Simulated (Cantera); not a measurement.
Feed: 1 mol Si3N4, 0.0057 mol H2O, 2.2 mol N2, 0.00022 mol O2, equilibrated at 3.90 Pa.

These are equilibrium values from Cantera (NASA tables, ideal gas, pure condensed phases), not measurements of a reactor. Candidate condensed phases: H2O, Si, SiO2, Si2N2O, Si3N4; 35 gas species. Mutual solubility and eutectic melting of coexisting phases are not modelled. The tables' values for SiN are old estimates; treat these amounts as uncertain. The numbers say what is thermodynamically allowed, not how fast it happens.

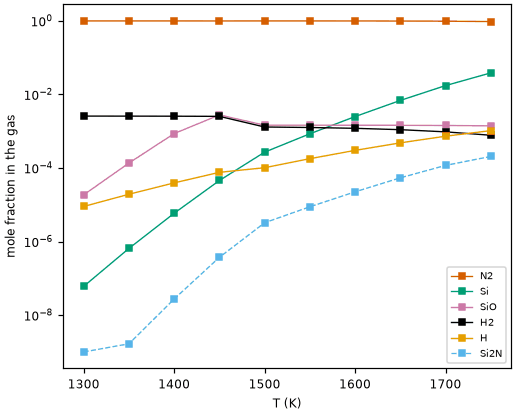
Fig. 1. Equilibrium gas composition (values under 1e-9 drawn at 1e-9)

Question: Read off the mole fractions at 1300 K.

Answer: N2 about 1.00, H2 about 0.0026, SiO about 1.9e-5, H about 9.0e-6, Si about 6.1e-8.
